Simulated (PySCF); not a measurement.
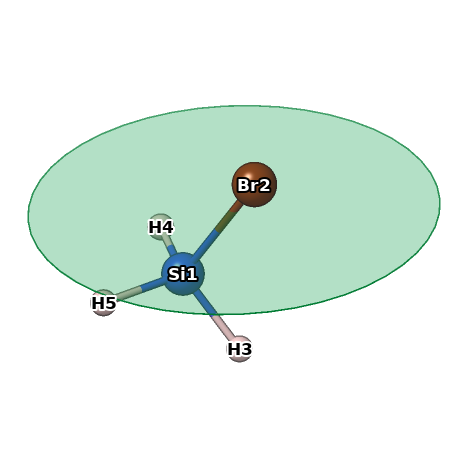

A disc through the centre of mass is drawn in. Depth is shown by fading: the farther an atom, the more it takes the colour of the background. The geometry was computed by an optimisation with PBE0-D4/def2-TZVP. No frequency run is at hand to confirm it as a minimum.

> Is the plane of the disc a mirror plane of the structure?

No. The point group is C3v, with 1 C3 axis and 3 mirror planes, and this plane isn't one of its mirror planes.
